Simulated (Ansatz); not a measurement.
```xyz
8

F    -1.6324   -1.6392    1.4638
C    -0.7345   -0.7641    1.0274
N    -0.5676   -0.5473   -0.1830
Si    0.5704    0.5664   -0.9001
H    -0.2156   -0.3116    1.8937
H    -0.1912    1.5443   -1.7258
H     1.3652    1.3057    0.1364
H     1.4977   -0.2112   -1.7684
```

These are results of Ansatz 0.2.0, RKS PBE0-D4/def2-SVP, not measurements.

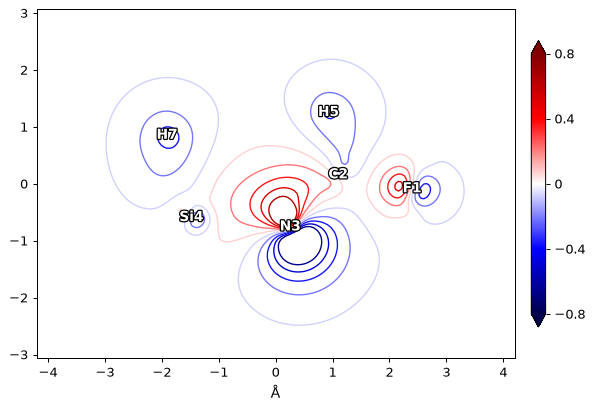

CH4FNSi. The HOMO on the plane of atoms F1, C2 and H5 (values in Å⁻³ᐟ²; the overall sign is arbitrary).

What is the character of this orbital?

Answer. It lies mainly on N3 (about 60 %), Si4 (about 10 %), C2 (about 10 %) and H7 (about 10 %). Its energy is −8.04 eV.
